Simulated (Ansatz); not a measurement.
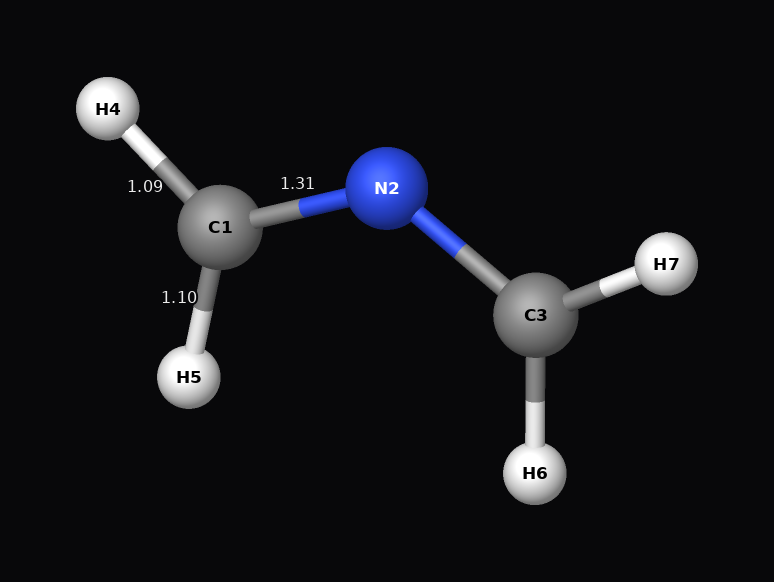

Bond lengths are marked in Å; every bond is drawn as one stick. The species has charge −1 and is a spin singlet. The computed structure is the end point of a PBE0-D4/def2-TZVPD optimisation. No frequency run is at hand to confirm it as a minimum.

**Assign a bond order to each marked bond.**

C1–N2 delocalised (between two orders); C1–H4 single; C1–H5 single. This is one Lewis structure.

**Write the SMILES.**

C=N[CH2-]
